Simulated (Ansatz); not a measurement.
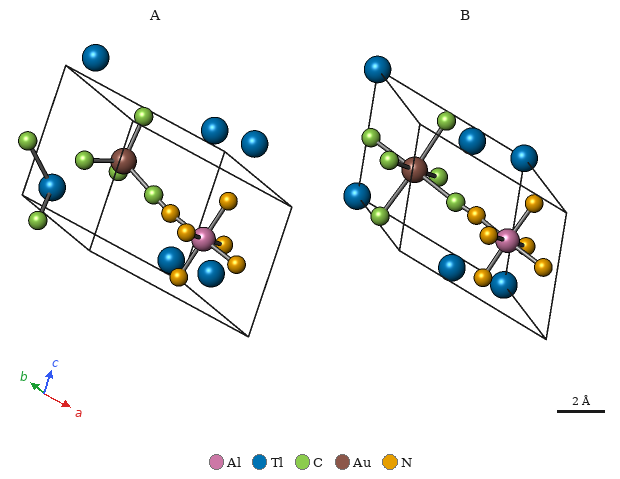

Two geometries of crystalline AlTl$_{2}$AuC$_{6}$N$_{6}$ (a generated structure, set up in P1) (coarse preliminary run), drawn at one scale. One is the start of a relaxation, the other its converged end. The picture is a ball-and-stick view of the cell of the calculation, reduced to other axes (origin shifted), seen slightly off an axis. Lengths and directions refer to the drawn axes.

Computed with DFT PBE, scalar-relativistic, plane waves, PAW in Ansatz. (plane-wave cutoff 420 eV; k-point mesh 2 × 2 × 2; occupations gaussian; smearing width 0.1 eV; no spin polarisation; cell and atoms relaxed; force threshold 0.025 eV/Å; at most 60 steps)

Which one is relaxed?

Answer. Structure A is the relaxed one. Over 26 accepted moves (30 points after the start) the energy falls by 7.286 eV per cell of the calculation. Largest force component: 33 eV/Å at the start, 0.0044 eV/Å at the end. The pressure goes from 4.47 to 0.03 GPa. The line search rejected the trial step at point 16 of the run. The SCF was repeated 3 times at an unchanged geometry on a basis and grid sized afresh for the cell, which shifted the energy by 0.107 eV per cell of the calculation at most. The largest moves relative to the cell, 1.60 Å, are those of Tl atoms. By element the largest moves are Tl 1.60 Å, Au 1.10 Å, C 0.98 Å, N 0.79 Å, Al 0.43 Å. The drawn cell changes as follows: a 7.900 → 8.014 Å (+1.4 %), b 7.913 → 8.015 Å (+1.3 %), c 7.960 → 8.017 Å (+0.7 %), α 119.0° → 118.1°, β 119.5° → 105.8°, γ 90.5° → 104.9°; the volume changes by +8.8 %. Near-neighbour distances that change, for instance: Au–C 2.529 → 4.689 Å, Au–C 2.606 → 4.685 Å, C–Tl 3.961 → 2.768 Å, C–Tl 3.884 → 2.768 Å. Bonds break, among them: Au–C (2.53 → 4.69 Å). Bond angles that change, for instance: C–Au–C 174.8° → 119.2°, C–Au–C 92.0° → 111.0°, C–Au–C 89.4° → 106.7°. The space group (tolerance 0.01 Å) goes from P1 (No. 1) to Imm2 (No. 44).
